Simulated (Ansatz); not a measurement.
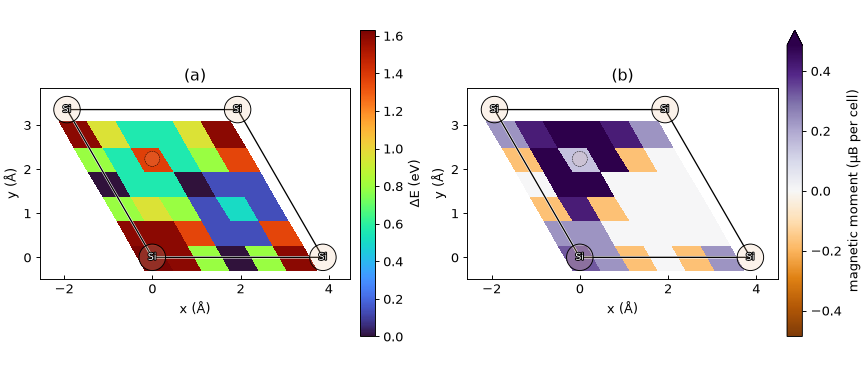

C on a Si(111) slab cut from the Fd-3m phase, its upper half relaxed before the scan (4 atoms of substrate and one adsorbate in a 1 × 1 cell). 
- C is moved over the surface cell; relaxed at each place: the height of the adsorbate's atoms; substrate rigid; the origin of the map has the adsorbate above Si4.
- Places are given modulo a cell vector. The map is drawn in real space over the plane of the surface.
- Grid: 6 × 6 points; 10 points were computed and 26 follow by symmetry.
- Energies: eV, counted from the lowest grid point.
- At some places the adsorbate sinks to or below the level of the top layer. The magnetic moment jumps between some neighbouring points. With one adsorbate in each 1 × 1 cell, its nearest image is 3.9 Å away, so neighbouring adsorbates interact.
- Level of theory: DFT PBE, scalar-relativistic, plane waves, PAW (Ansatz). Settings: cutoff 420 eV, k-mesh 9×9×1, gaussian smearing 0.05 eV, spin-polarised.

Panel (a) is the energy; panel (b) is the computed magnetic moment, in μB per cell.

Drawn: one coloured cell a grid point, labelled circles for the atoms of the top layer and small ones for the second layer, the outline of one cell of the plane.

Q: How does the magnetic moment vary over the map, and what is it at the lowest grid point?

A: It runs from −0.17 μB per cell at (0/6, 2/6) of the cell vectors [nearest 1 Si at 1.69 Å] to 0.49 μB per cell at (1/6, 3/6) of the cell vectors [nearest 1 Si at 1.78 Å]. At the lowest grid point, a bridge site between two Si atoms, (0/6, 3/6) of the cell vectors, it is 0.00 μB per cell.

PAW datasets: the set soft_1.
